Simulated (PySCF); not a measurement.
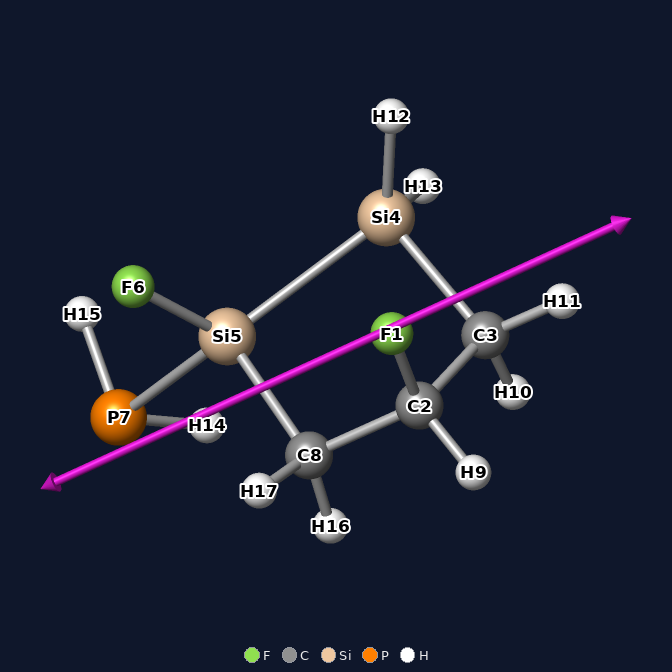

The double arrow shows the direction of the transition dipole to excited singlet state 5 (its length means nothing). Computed geometry: GFN2-xTB optimisation. No frequency run is at hand to confirm it as a minimum. Method: TDDFT B3LYP/def2-SVPD, vertical, gas phase, core orbitals frozen in the response (PySCF 2.14.0).

**How is the transition polarised?**

Nearly parallel to the C2–C8 bond.

**Give its energy, strength and character.**

6.49 eV (191 nm), oscillator strength 0.31, of mixed character, with the largest part HOMO → LUMO+2 (weight 0.43); transition dipole 3.53 D.

The geometry is semi-empirical. Around P, Si such bond lengths and angles can be off by a tenth of an ångström or more and by several degrees, and values that hang on the shape move with them.
